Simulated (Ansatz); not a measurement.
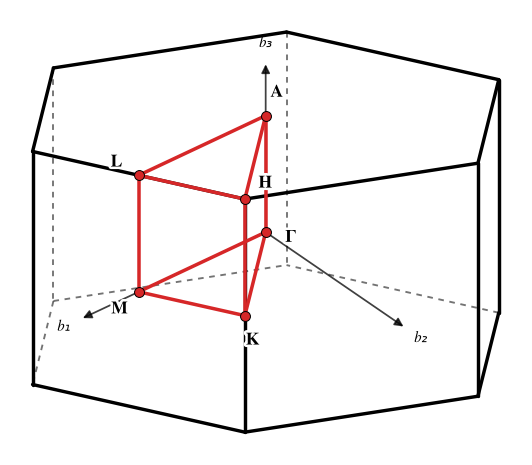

The first Brillouin zone and its special points. Crystal: La2O3, the end point of a relaxation with DFT PBE, scalar-relativistic, plane waves, PAW (Ansatz 0.2.0). Symmetry computed with spglib at a tolerance of 0.002 Å; standard conventional cell.

Space group P-3m1, No. 164; a = 3.940 Å, b = 3.940 Å, c = 6.188 Å, α = 90.00°, β = 90.00°, γ = 120.00°.

Labels and path follow the convention of Hinuma et al. (2017), as computed by seekpath; the arrows show the directions of the reciprocal primitive vectors b₁, b₂, b₃, in which coordinates are given; lengths include the factor 2π.

Question: List the special points with their coordinates and distances from Γ.

Answer:
| point | k₁ | k₂ | k₃ | length of k (1/Å) |
| --- | --- | --- | --- | --- |
| Γ | 0 | 0 | 0 | 0.000 |
| A | 0 | 0 | 1/2 | 0.508 |
| K | 1/3 | 1/3 | 0 | 1.063 |
| H | 1/3 | 1/3 | 1/2 | 1.178 |
| M | 1/2 | 0 | 0 | 0.921 |
| L | 1/2 | 0 | 1/2 | 1.051 |

Question: What is the zone's volume?

Answer: (2π)³ over the primitive cell's volume of 83.20 Å³: 2.98 Å⁻³.
